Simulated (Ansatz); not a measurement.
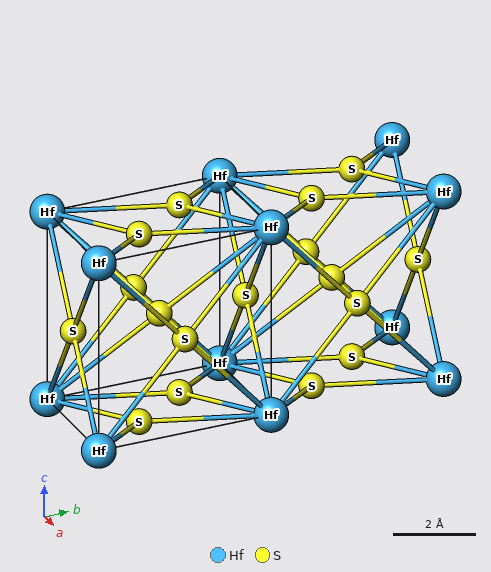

Solid HfS$_{5}$ (a generated structure, set up in P6/mmm) (coarse preliminary run), before the relaxation. The picture is a ball-and-stick view of the cell of the calculation, repeated 1 × 2 × 1 with one cell outlined, seen slightly off an axis.

These are results of Ansatz, DFT PBE, scalar-relativistic, plane waves, PAW, not measurements.

Input
```yaml
crystal:
  lattice:
    - [5.75849214, 0.0, 0.0]
    - [-2.87924607, 4.98700048, 0.0]
    - [0.0, 0.0, 4.72583469]
  atoms:
    - { symbol: Hf, position: [0.0, 0.0, 0.0] }
    - { symbol: S, position: [0.5, 0.0, 0.5] }
    - { symbol: S, position: [0.5, 0.5, 0.5] }
    - { symbol: S, position: [0.0, 0.5, 0.5] }
    - { symbol: S, position: [0.33333333, 0.66666667, 0.0] }
    - { symbol: S, position: [0.66666667, 0.33333333, 0.0] }
basis:
  ecutwfc: 420
kpoints:
  mp_grid: { grid: [3, 3, 4] }
hamiltonian:
  xc: pbe
scf:
  occupations: { method: gaussian, width: 0.1 }
  lower_state_search: "off"
output:
  forces: true
  stress: true
  eigenvalues: true
relax:
  adjacent_minimum: "off"
  f_tol: 0.04
  max_steps: 70
  cell: { stress_tol: 0.4 }
```

Launched with:
```bash
ansatz run input.yaml --threads 1 --pin off --max-ram 2560MiB --backend cpu --events-out ev --progress --plain --runs-dir out
```

**What does the optimiser find from here?**

Over 15 accepted moves (17 points after the start) the energy falls by 5.397 eV per cell of the calculation. All forces vanish by symmetry, so only the cell relaxes. The pressure goes from −12.49 to 0.11 GPa. At 2 points the geometry stayed and the basis and grid were re-selected for the new cell (energy shift of 0.240 eV per cell of the calculation at most each time). No atom moves by more than 0.005 Å relative to the cell. The volume changes by +0.9 %, with a = b 5.758 → 4.615 Å (−19.9 %), c 4.726 → 7.428 Å (+57.2 %). Some distances before and after: S2–S5 2.889 → 3.945 Å, S5–S6 3.325 → 2.664 Å, Hf1–S5 3.325 → 2.664 Å, Hf1–S2 3.725 → 4.372 Å. The space group stays P6/mmm (No. 191).

Final geometry:

```xyz
6
Lattice="4.6147 0.0000 0.0000 -2.3073 3.9964 0.0000 0.0000 0.0000 7.4276" Properties=species:S:1:pos:R:3 pbc="T T T"
Hf    0.0000    0.0000    7.4276
S     2.3073    0.0000    3.7138
S     1.1537    1.9982    3.7138
S     3.4610    1.9982    3.7138
S     0.0000    2.6643    7.4276
S     2.3073    1.3321    7.4276
```

The end point in the same view:

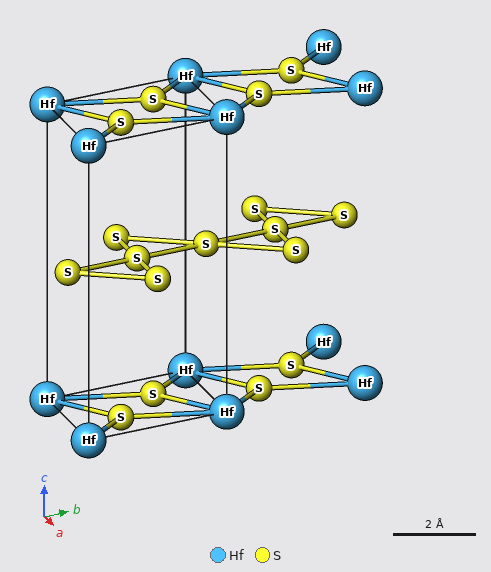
